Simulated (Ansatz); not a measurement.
```json
{"atom": "N", "x (Å)": "1.5334", "y (Å)": "-1.3570", "z (Å)": "-1.5526"}
{"atom": "Si", "x (Å)": "0.7139", "y (Å)": "-1.2066", "z (Å)": "-0.0556"}
{"atom": "N", "x (Å)": "-0.4835", "y (Å)": "0.0326", "z (Å)": "-0.0403"}
{"atom": "C", "x (Å)": "-0.7404", "y (Å)": "0.9414", "z (Å)": "0.7661"}
{"atom": "N", "x (Å)": "-1.6723", "y (Å)": "1.9111", "z (Å)": "0.6414"}
{"atom": "F", "x (Å)": "-0.0772", "y (Å)": "1.1301", "z (Å)": "1.9383"}
{"atom": "H", "x (Å)": "1.0226", "y (Å)": "-1.6154", "z (Å)": "-2.3818"}
{"atom": "H", "x (Å)": "2.2738", "y (Å)": "-0.7120", "z (Å)": "-1.7769"}
{"atom": "H", "x (Å)": "1.7674", "y (Å)": "-0.9778", "z (Å)": "0.9680"}
{"atom": "H", "x (Å)": "-0.0082", "y (Å)": "-2.4796", "z (Å)": "0.1907"}
{"atom": "H", "x (Å)": "-1.9178", "y (Å)": "2.4638", "z (Å)": "1.4418"}
{"atom": "H", "x (Å)": "-2.3350", "y (Å)": "1.8141", "z (Å)": "-0.1053"}
```

Geometry: PBE0-D4/def2-TZVP.

All numbers below come from Ansatz 0.2.0, RKS PBE0-D4/def2-TZVPP.

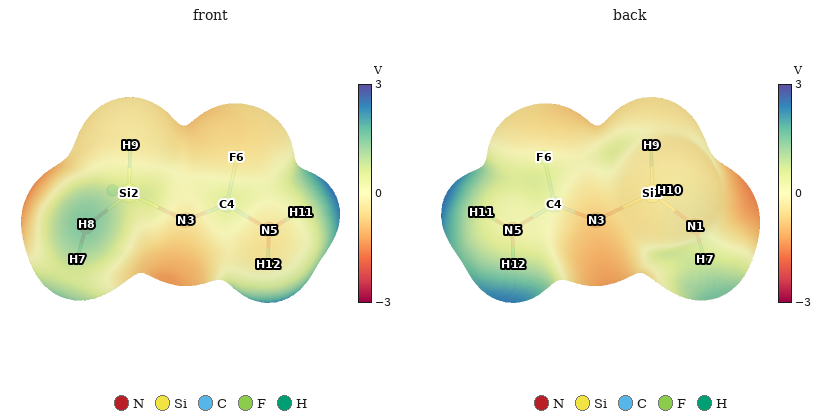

CH6FN3Si (SMILES N[SiH2]N=C(N)F). The molecular electrostatic potential painted on the density surface at 0.002 e/bohr³, seen from the front and from behind; red is negative and blue positive.

Question: Where is the surface potential most negative and most positive?

Answer: The most negative region (about −1.5 V) lies over N1, the most positive (about +2.5 V) over H11 and H12. N1 is the likeliest acceptor of a hydrogen bond.
